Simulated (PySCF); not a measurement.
Molecule: C2H7NOSi2, SMILES CO[SiH2][SiH2]C#N. Atoms near the plane z = 0.0 Å, at the GFN2-xTB optimised geometry (x, y, z in Å): C1 (2.4, -1.7, 0.0), O2 (1.5, -0.7, 0.0), Si3 (-0.1, -0.7, 0.0), Si4 (-0.4, 1.6, 0.0), C5 (-2.3, 1.9, 0.0), N6 (-3.4, 2.0, -0.1), H7 (3.4, -1.4, -0.1), H8 (2.3, -2.3, 0.9), H9 (2.2, -2.4, -0.9).

Calculation: PBE0/def2-TZVP (PySCF 2.14.0). Cells within 0.4 Å of a nucleus heavier than hydrogen are left out (blank, or x). The values are rescaled to run from 0 to 1.

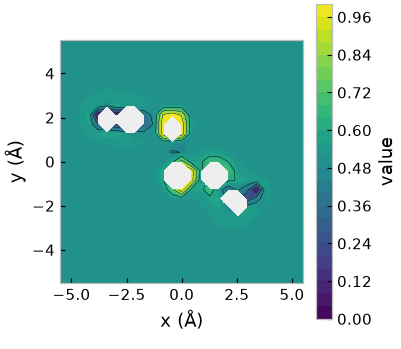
Fig. 1. a field on the plane z = 0.0 Å.

Q: Which quantity is mapped?
A) log10 of the electron density
B) electron localisation function
C) an orbital amplitude
D) Laplacian of the electron density

A: D, Laplacian of the electron density. In full: Laplacian of the electron density (e/bohr⁵), clipped to [-1.50, 1.50].
